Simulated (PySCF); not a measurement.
## Electronic structure of C$_{4}$H$_{9}$P (SMILES CCP1CC1) in real space

```xyz
14

C    -2.0756    0.1848    0.1080
C    -0.8543   -0.5023   -0.4903
P     0.4444   -0.8234    0.8218
C     1.4459    0.7104    0.6222
C     1.9630   -0.4670   -0.1593
H    -1.8011    1.1478    0.5354
H    -2.8349    0.3478   -0.6552
H    -2.5074   -0.4260    0.8982
H    -0.4316    0.1037   -1.2955
H    -1.1442   -1.4705   -0.9085
H     1.0108    1.5335    0.0712
H     2.0244    1.0274    1.4794
H     1.8817   -0.4400   -1.2379
H     2.8785   -0.9268    0.1883
```

Geometry: GFN2-xTB.

Level of theory: PBE0/pcSseg-1, SCF density, gas phase, non-relativistic in PySCF.

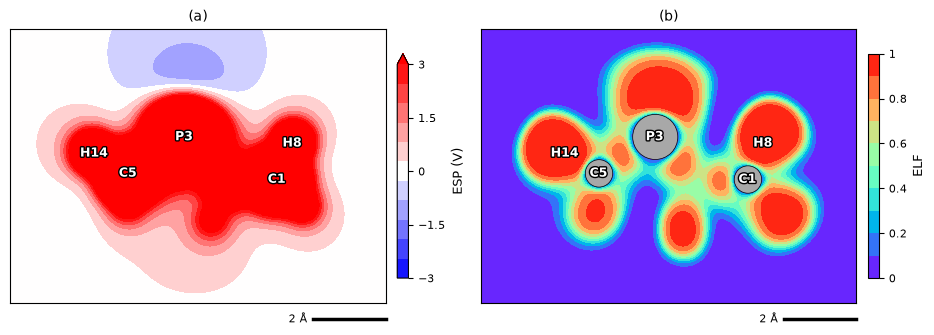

Figure 1. (a) molecular electrostatic potential; (b) ELF on the plane of atoms P3, C5 and H14. Grey discs cover the atomic cores in the ELF map.

Interpret the plot.

Answer.
- The section cuts through C, P and H sites.
- C–P (1.84 Å): the ELF peaks at about 0.85 between the atoms: localised, covalent bonding.
- C–H (1.09 Å): the ELF climbs to about 1 towards the hydrogen, as it does in any bond to H; a covalent bond by its length.
- The ELF also peaks beside P3, away from the bonds: lone-pair regions.
- Outside the dense part of the molecule the potential is most negative (−1.2 V) near P3.

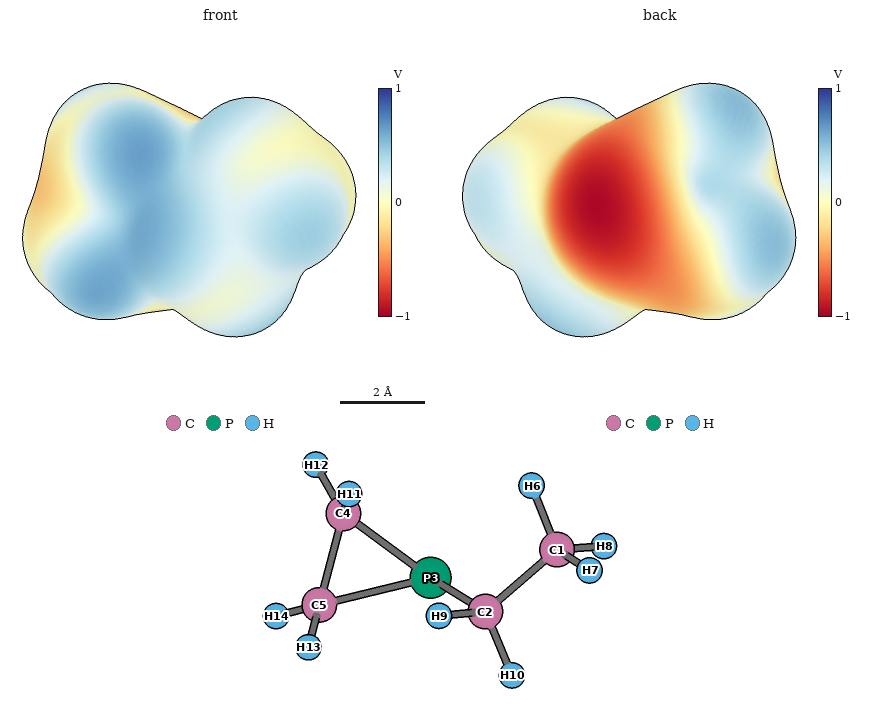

Figure 2. The molecular electrostatic potential painted on the density surface at 0.001 e/bohr³, seen from the front and from behind; the colour scale runs from red (negative) to blue (positive). The bare structure is drawn below in the same view.

Which sites attract a positive test charge, and which a negative one?

Answer. A positive charge is drawn to the negative regions and a negative charge to the positive ones. The most negative region (about −0.9 V, or −21 kcal/mol for a unit charge) lies over P3, the most positive (about +0.6 V, or +14 kcal/mol for a unit charge) over H9, H11 and H13.

How polar is the molecule by this calculation?

Answer. Its dipole moment is 1.30 D.
